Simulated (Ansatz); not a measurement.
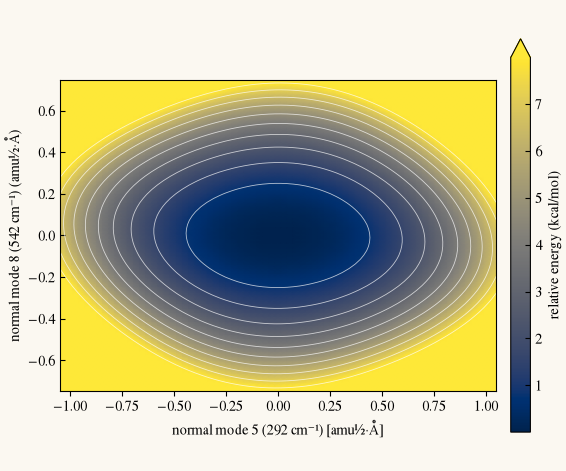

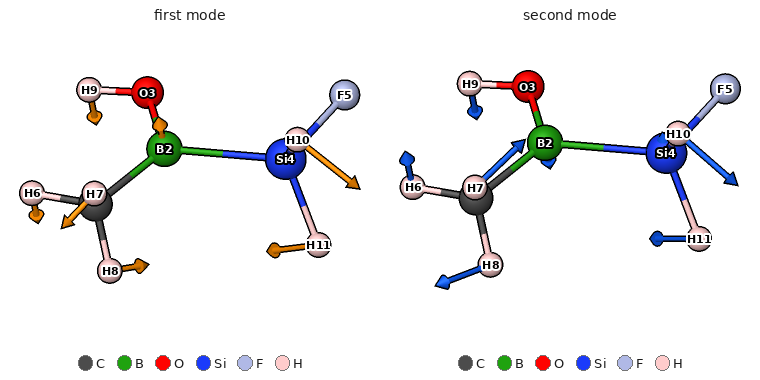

Energy landscape of CH6BFOSi, SMILES CB(O)[SiH2]F. 
- Coordinates scanned: (1) normal mode 5 (292 cm⁻¹); (2) normal mode 8 (542 cm⁻¹).
- Nothing is relaxed (straight displacements along the two mass-weighted modes).
- Grid: 15 × 15 points.
- Points are written as (first, second).
- Energies are in kcal/mol, from the lowest grid point.
- These are results of RKS B3LYP-D4/def2-SVP (Ansatz 0.2.0), not measurements.

Drawn: a smooth colour map with a few white contour lines, one colour for all values above the top of the scale. Between grid points the surface is interpolated. The second picture is the structure at the lowest point

Describe this landscape.

The lowest grid point is at (0.00 amu½·Å, 0.000 amu½·Å). It is the only kind of minimum in the scanned range. The highest grid point, (−1.05 amu½·Å, −0.746 amu½·Å), lies 23.3 kcal/mol above the lowest.

The values on the grid:

```csv
"normal mode 8 (542 cm⁻¹) ↓, normal mode 5 (292 cm⁻¹) →",−1.05,−0.90,−0.75,−0.60,−0.45,−0.30,−0.15,0.00,0.15,0.30,0.45,0.60,0.75,0.90,1.05
0.746,20.3,17.1,14.5,12.3,10.6,9.4,8.6,8.3,8.6,9.4,10.8,12.8,15.6,19.1,23.3
0.639,16.3,13.4,11.1,9.2,7.8,6.7,6.1,5.9,6.1,6.8,8.0,9.8,12.3,15.4,19.3
0.533,13.1,10.4,8.3,6.7,5.5,4.6,4.1,3.9,4.1,4.7,5.7,7.3,9.5,12.3,15.8
0.426,10.5,8.0,6.2,4.8,3.7,3.0,2.6,2.4,2.6,3.0,3.9,5.3,7.2,9.7,12.9
0.320,8.6,6.3,4.6,3.3,2.4,1.8,1.4,1.3,1.4,1.8,2.6,3.7,5.4,7.6,10.5
0.213,7.3,5.1,3.5,2.3,1.5,1.0,0.7,0.6,0.7,1.0,1.6,2.6,4.1,6.1,8.7
0.106,6.8,4.5,2.9,1.7,1.0,0.5,0.2,0.1,0.2,0.5,1.0,1.9,3.2,5.0,7.5
0.000,6.8,4.5,2.8,1.6,0.8,0.3,0.1,0.0,0.1,0.3,0.8,1.6,2.8,4.5,6.8
−0.106,7.5,5.0,3.2,1.9,1.0,0.5,0.2,0.1,0.2,0.5,1.0,1.7,2.9,4.5,6.8
−0.213,8.7,6.1,4.1,2.6,1.6,1.0,0.7,0.6,0.7,1.0,1.5,2.3,3.5,5.1,7.3
−0.320,10.5,7.6,5.4,3.7,2.6,1.8,1.4,1.3,1.4,1.8,2.4,3.3,4.6,6.3,8.6
−0.426,12.9,9.7,7.2,5.3,3.9,3.0,2.6,2.4,2.6,3.0,3.7,4.8,6.2,8.0,10.5
−0.533,15.9,12.3,9.5,7.3,5.7,4.7,4.1,3.9,4.1,4.6,5.5,6.7,8.3,10.4,13.1
−0.639,19.3,15.4,12.3,9.8,8.0,6.8,6.1,5.9,6.1,6.7,7.8,9.2,11.1,13.4,16.3
−0.746,23.3,19.1,15.6,12.8,10.8,9.4,8.6,8.3,8.6,9.4,10.6,12.3,14.5,17.1,20.3
```

Each point was launched as `ansatz run input.yaml --threads 1 --pin off --max-ram 2560MiB --backend cpu --events-out ev --progress --plain --runs-dir out`. The whole map (225 points run) took 12 min on 1 thread of Intel(R) Xeon(R) 6975P-C (Granite Rapids), on a shared host.
